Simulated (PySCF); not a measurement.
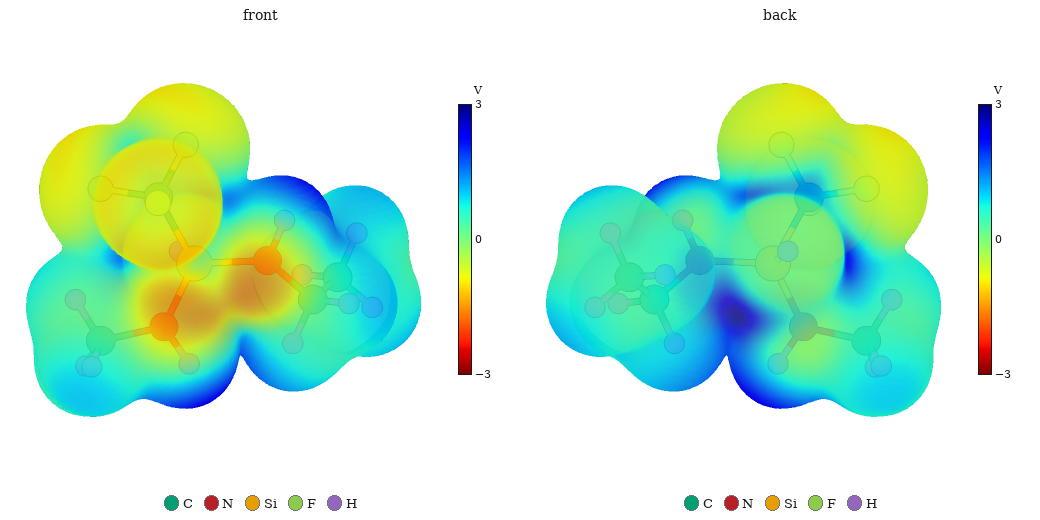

Figure. C$_{4}$H$_{11}$F$_{3}$N$_{2}$Si. The electrostatic potential painted on the density surface at 0.004 e/bohr³, seen from the front and from behind; the colour scale runs from red (negative) to blue (positive).

Geometry: GFN2-xTB.

Level of theory: PySCF 2.14.0, PBE0/pcSseg-1, SCF density, gas phase, non-relativistic.

```xyz
21

C     3.0207   -0.5173   -0.7000
C     2.0204   -0.6175    0.4475
N     1.0069    0.4130    0.4033
Si   -0.4077    0.3021   -0.5462
N    -1.4380   -0.8557    0.1742
C    -2.8309   -1.0781   -0.1592
C    -1.2714    2.0199   -0.2980
F    -1.7044    2.2521    0.9548
F    -2.3550    2.1689   -1.0930
F    -0.4584    3.0589   -0.6014
H     3.5167    0.4504   -0.6831
H     3.7738   -1.2959   -0.6143
H     2.5068   -0.6249   -1.6516
H     1.5127   -1.5823    0.4073
H     2.5492   -0.5485    1.4037
H     1.4116    1.3288    0.5334
H    -0.2518    0.2076   -2.0094
H    -1.0158   -1.6780    0.5782
H    -3.2666   -0.1509   -0.5199
H    -2.9521   -1.8403   -0.9347
H    -3.3756   -1.3952    0.7312
```

**Describe the electrostatic potential map.**

The most negative region (about −1.5 V) lies over N3 and N5, the most positive (about +2.4 V) over Si4 and H18.
